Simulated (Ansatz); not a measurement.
## Electronic structure of CH5FGeO2 (SMILES [CH3][Ge]([OH])([OH])[F]) in real space

The calculation's input:

```
crystal:
  periodic: [false, false, false]
  atoms:
    - {symbol: C, position_ang: [-1.312335, -0.609068, -0.436100]}
    - {symbol: Ge, position_ang: [0.280848, 0.245729, 0.199297]}
    - {symbol: O, position_ang: [0.885909, -0.610193, 1.606576]}
    - {symbol: O, position_ang: [1.588132, 0.403189, -0.974432]}
    - {symbol: F, position_ang: [-0.061437, 1.892690, 0.652036]}
    - {symbol: H, position_ang: [-2.014718, -0.722609, 0.389169]}
    - {symbol: H, position_ang: [-1.062335, -1.592213, -0.834200]}
    - {symbol: H, position_ang: [-1.766543, -0.004943, -1.220516]}
    - {symbol: H, position_ang: [1.792311, -0.375923, 1.821900]}
    - {symbol: H, position_ang: [1.753067, 1.322242, -1.200631]}
basis:
  gaussian: {orbitals: def2-TZVPP}
hamiltonian: {xc: pbe0, dispersion: d4}
output: {orbitals: {seedname: orbitals}}
```

Launched as:

```sh
ansatz run in.yaml --threads 4 --pin off --events-out ev --progress --plain --max-ram 10444MiB
```

Geometry: PBE0-D4/def2-TZVP.

Level of theory: RKS PBE0-D4/def2-TZVPP (Ansatz 0.2.0).

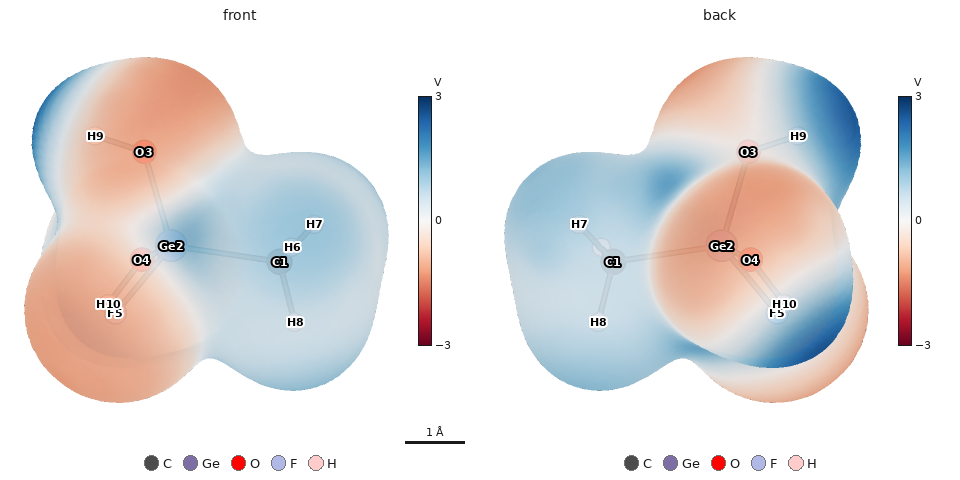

Figure 1. The molecular electrostatic potential painted on the density surface at 0.002 e/bohr³, seen from the front and from behind; the colour scale runs from red (negative) to blue (positive).

Q: Where is the surface potential most negative and most positive?

A: The most negative region (about −1.3 V) lies over O3 and O4, the most positive (about +2.5 V) over H9 and H10.

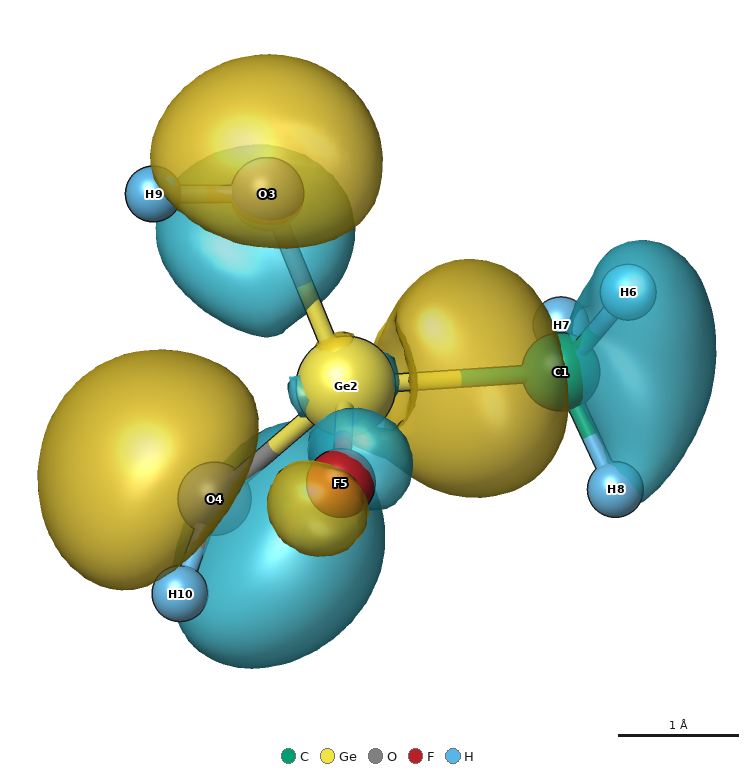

Figure 2. The HOMO at ±0.08 Å⁻³ᐟ² (yellow and cyan are the two phases), seen at a tilt.

Q: What is the character of this orbital?

A: It lies mainly on O4 (about 50 %), O3 (about 20 %), C1 (about 10 %) and Ge2 (about 10 %). Its energy is −9.01 eV.

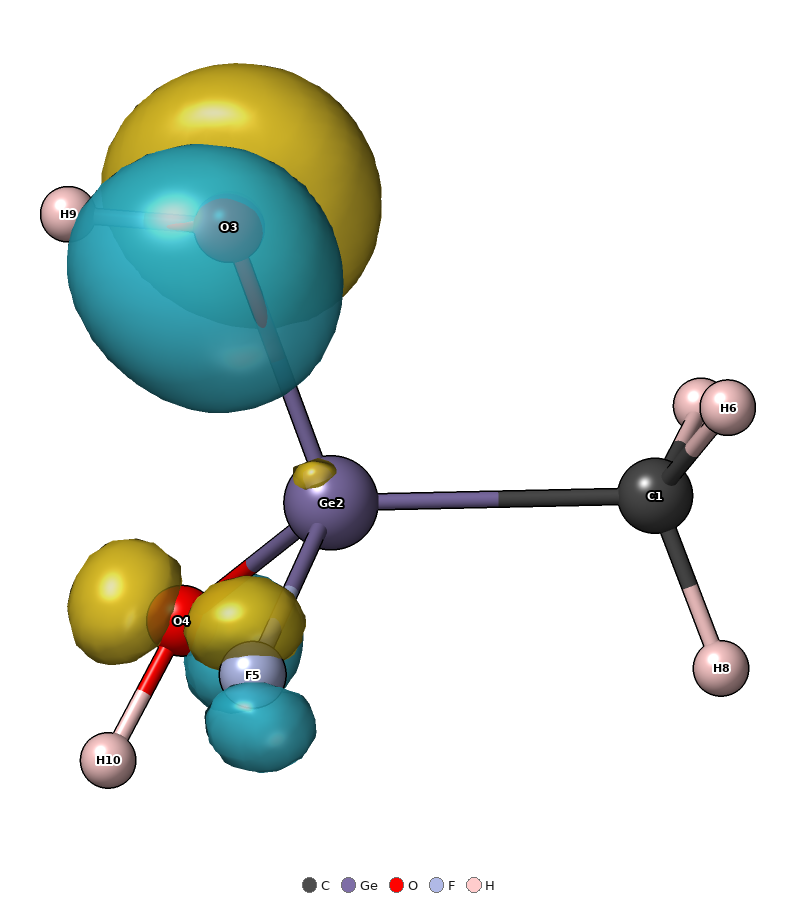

Figure 3. The HOMO−1 at ±0.2 Å⁻³ᐟ² (yellow and cyan are the two phases), seen at a tilt.

Q: Where does this orbital lie, and at what energy?

A: Its weight (Hirshfeld) is mainly on O3 (about 70 %), Ge2 (about 10 %) and O4 (about 10 %); largely a lone pair of O3. Its energy is −9.46 eV.
